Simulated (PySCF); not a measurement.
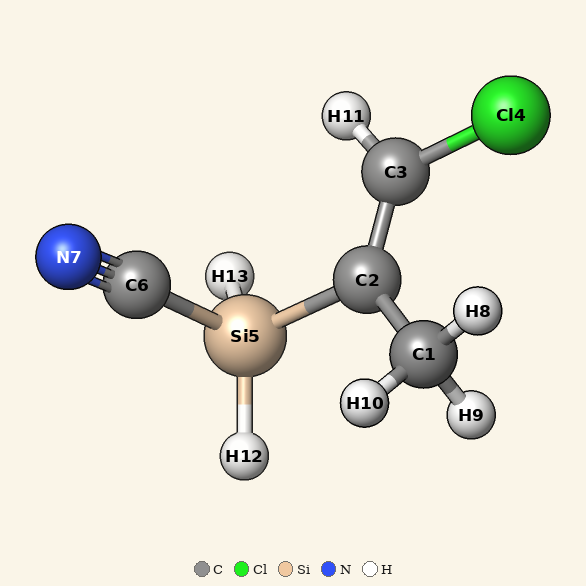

Charge +1, doublet. Computed geometry: GFN2-xTB optimisation. No frequency run is at hand to confirm it as a minimum. Level of theory: UKS B3LYP, pcH-1 on C Cl H N Si, non-relativistic (PySCF 2.14.0).

Give the isotropic hyperfine couplings (Fermi-contact term alone) of C1, C2, C3, Cl4, Si5, C6, N7, H8, H9, H10, H11, H12, H13.

| atom | isotope | a_iso (MHz) |
| --- | --- | --- |
| C1 | 13C | −12.5 |
| C2 | 13C | 26.7 |
| C3 | 13C | 15.7 |
| Cl4 | 35Cl | 10.7 |
| Si5 | 29Si | 8.9 |
| C6 | 13C | 29.0 |
| N7 | 14N | 0.9 |
| H8 | 1H | −2.2 |
| H9 | 1H | 104.4 |
| H10 | 1H | 69.2 |
| H11 | 1H | −19.0 |
| H12 | 1H | −3.5 |
| H13 | 1H | 4.7 |

The geometry is semi-empirical. Around Si such bond lengths and angles can be off by a tenth of an ångström or more and by several degrees, and values that hang on the shape move with them.
